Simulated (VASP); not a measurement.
Band structure of BeS (space group F-43m). Calculation: PBE GGA, VASP's PBE PAW potentials (set 64) (plane waves; VASP 6.6.1).

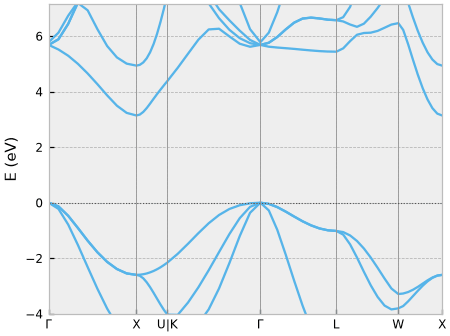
Figure. Bands along high-symmetry lines, zero at the valence-band maximum or, without a gap, the Fermi level

Read the plot: is there a gap, and where are the band edges?

The gap is indirect, 3.14 eV, from the valence maximum at Γ to the conduction minimum at X.

The structure is a typed BeS crystal (F-43m). The cell was not relaxed at this level.
